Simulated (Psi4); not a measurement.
**AlH (SMILES [AlH]) at M06-2X/def2-TZVP (sweep point 3)**

Aim: the vertical ionisation energy of AlH at M06-2X/def2-TZVP (sweep point 3), from 2 runs. 

The results are computed with Psi4 1.11.

## (1) The structure to begin with

AlH: 2 atoms, total charge 0, spin state singlet. As SMILES, `[AlH]`. The shape comes from GFN2-xTB, which is rough for such elements, and wasn't checked as a minimum.

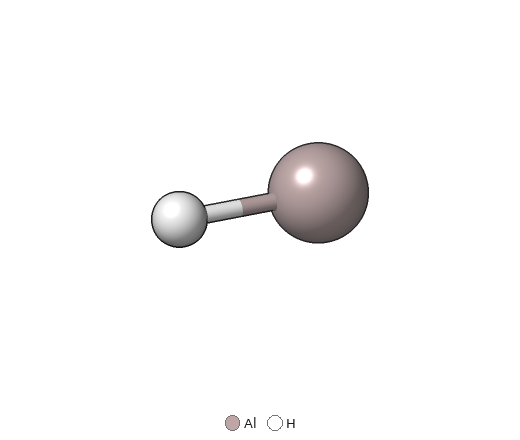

Viewed from a chosen angle; aluminium light grey, hydrogen white.

## (2) The energy at M06-2X/def2-TZVP (sweep point 3)

File alh.py:

```python
import psi4

psi4.set_memory('1600 MB')
psi4.set_num_threads(1)
psi4.core.set_output_file('output.dat', False)

molecule = psi4.geometry("""
0 1
Al     0.000000     0.000000     0.000000
H      0.000000     0.000000     1.613470
symmetry c1
""")

psi4.set_options({
    'basis': 'def2-TZVP',
    'puream': True,
    'scf_type': 'pk',
    'dft_radial_points': 99,
    'dft_spherical_points': 590,
})

energy_value = psi4.energy("m06-2x")
print('E =', round(energy_value, 9))
```

Run with:

```
$ python alh.py
```

output.dat:

```text
[...]
  Running in c1 symmetry.
[...]
  Nuclear repulsion =    4.263670064339592
[...]
  Multiplicity = 1
[...]
  Nalpha       = 7
  Nbeta        = 7
[...]
    Number of basis functions: 43
[...]
   @RKS iter   1:  -242.94491193761701   -4.16862e-01   4.56603e-03 DIIS/ADIIS
[...]
   @RKS iter   6:  -242.95728491590484   -3.06356e-08   6.30087e-07 DIIS
[...]
    Orbital Energies [Eh]
    ---------------------
    Doubly Occupied:
       1A    -56.854023     2A     -4.383538     3A     -2.884503
       4A     -2.884503     5A     -2.880404     6A     -0.421348
       7A     -0.244563
[...]
  @RKS Final Energy:  -242.95728491590484
   => Energetics <=
    Nuclear Repulsion Energy =              4.2636700643395917
    One-Electron Energy =                -346.0183581006331224
    Two-Electron Energy =                 107.7837392918941362
    DFT Exchange-Correlation Energy =      -8.9863361715054264
    Empirical Dispersion Energy =           0.0000000000000000
    VV10 Nonlocal Energy =                  0.0000000000000000
    Total Energy =                       -242.9572849159048360
[...]
 Multipole Moments:
 ------------------------------------------------------------------------------------
     Multipole            Electronic (a.u.)      Nuclear  (a.u.)        Total (a.u.)
 ------------------------------------------------------------------------------------
 L = 1.  Multiply by 2.5417464519 to convert [e a0] to [Debye]
 Dipole X            :         -0.0000000            0.0000000           -0.0000000
 Dipole Y            :          0.0000000            0.0000000            0.0000000
 Dipole Z            :         -1.5445083            1.5119950           -0.0325133
 Magnitude           :                                                    0.0325133
[...]
```

The script printed:

```text
E = -242.957284916
```

Wall time 4.8 s (1 thread of Intel Xeon Platinum 8488C (Sapphire Rapids), shared host); peak memory 0.54 GiB.

## (3) The doublet cation, same level

File alh.py:

```python
import psi4

psi4.set_memory(1600000000)
psi4.set_num_threads(1)
psi4.core.set_output_file('output.dat', False)

geom = psi4.geometry("""
1 2
Al     0.000000     0.000000     0.000000
H      0.000000     0.000000     1.613470
symmetry c1
""")

options = {'basis': 'def2-TZVP', 'reference': 'uks', 'puream': True, 'scf_type': 'pk', 'dft_radial_points': 99, 'dft_spherical_points': 590, 'maxiter': 150}
psi4.set_options(options)

result = psi4.energy('m06-2x', molecule=geom)
print(f'm06-2x energy: {result:.10f} Eh')
for k, v in sorted(psi4.core.scalar_variables().items()):
    print(f'{k:45s} {v:18.10f}')
```

Run with:

```
$ python alh.py
```

output.dat:

```text
[...]
  Running in c1 symmetry.
[...]
  Nuclear repulsion =    4.263670064339592
[...]
  Multiplicity = 2
[...]
  Nalpha       = 7
  Nbeta        = 6
[...]
    Number of basis functions: 43
[...]
   @UKS iter   1:  -242.63629429976913   -1.08244e-01   4.07230e-03 ADIIS/DIIS
[...]
   @UKS iter   9:  -242.65930854537231   -1.35376e-08   2.35235e-07 DIIS
[...]
   @S^2 Observed:                7.585174221E-01
[...]
    Orbital Energies [Eh]
    ---------------------
    Alpha Occupied:
       1A    -57.188781     2A     -4.713218     3A     -3.212892
       4A     -3.212892     5A     -3.212433     6A     -0.721246
       7A     -0.552494
    Alpha Virtual:
       8A     -0.281549     9A     -0.281549    10A     -0.146146
      11A     -0.054027    12A     -0.045195    13A     -0.045195
      14A     -0.028246    15A     -0.028246    16A      0.003709
      17A      0.023777    18A      0.023777    19A      0.119499
      20A      0.229062    21A      0.473052    22A      0.473052
      23A      0.479286    24A      0.479287    25A      0.484256
[...]
  @UKS Final Energy:  -242.65930854537231
   => Energetics <=
    Nuclear Repulsion Energy =              4.2636700643395917
    One-Electron Energy =                -341.6198266571876161
    Two-Electron Energy =                 103.5594310680710777
    DFT Exchange-Correlation Energy =      -8.8625830205953768
    Empirical Dispersion Energy =           0.0000000000000000
    VV10 Nonlocal Energy =                  0.0000000000000000
    Total Energy =                       -242.6593085453723120
[...]
 Multipole Moments:
 ------------------------------------------------------------------------------------
     Multipole            Electronic (a.u.)      Nuclear  (a.u.)        Total (a.u.)
 ------------------------------------------------------------------------------------
 L = 1.  Multiply by 2.5417464519 to convert [e a0] to [Debye]
 Dipole X            :         -0.0000000            0.0000000           -0.0000000
 Dipole Y            :          0.0000000            0.0000000            0.0000000
 Dipole Z            :         -1.7064091            1.5119950           -0.1944141
 Magnitude           :                                                    0.1944141
[...]
```

The script printed:

```text
m06-2x energy: -242.6593085454 Eh
CURRENT ENERGY                                   -242.6593085454
CURRENT REFERENCE ENERGY                         -242.6593085454
DD SOLVATION ENERGY                                 0.0000000000
DFT FUNCTIONAL TOTAL ENERGY                      -242.6593085454
DFT TOTAL ENERGY                                 -242.6593085454
DFT VV10 ENERGY                                     0.0000000000
DFT XC ENERGY                                      -8.8625830206
GRID ELECTRONS ALPHA                                6.9999999948
GRID ELECTRONS BETA                                 5.9999999978
GRID ELECTRONS TOTAL                               12.9999999925
NUCLEAR REPULSION ENERGY                            4.2636700643
ONE-ELECTRON ENERGY                              -341.6198266572
PCM POLARIZATION ENERGY                             0.0000000000
PE ENERGY                                           0.0000000000
SCF ITERATION ENERGY                             -242.6593085454
SCF ITERATIONS                                      9.0000000000
SCF TOTAL ENERGY                                 -242.6593085454
TWO-ELECTRON ENERGY                               103.5594310681
XC GRID RADIAL POINTS                              99.0000000000
XC GRID SPHERICAL POINTS                          590.0000000000
XC GRID TOTAL POINTS                           110869.0000000000
```

It took 6.6 s on 1 thread of Intel Xeon Platinum 8488C (Sapphire Rapids), shared host; peak memory 0.54 GiB.

## (4) Summary of results

At M06-2X/def2-TZVP (sweep point 3):

```
                                          quantity          value
                         singlet AlH: total energy  -242.95728 Eh
                        singlet AlH: dipole moment         0.08 D
                          singlet AlH: HOMO energy       -6.65 eV
                          singlet AlH: LUMO energy       -0.99 eV
                        singlet AlH: HOMO–LUMO gap        5.66 eV
                      doublet cation: total energy  -242.65931 Eh
doublet cation: HOMO energy (highest over α and β)      -15.03 eV
 doublet cation: LUMO energy (lowest over α and β)       -9.99 eV
                              doublet cation: ⟨S²⟩          0.759
vertical ionisation energy (to the doublet cation)       8.108 eV
```

What this shows: Removing an electron at fixed nuclei costs 8.11 eV (782 kJ/mol). The negative HOMO energy of the first species, 6.65 eV, lies 1.45 eV below that difference.
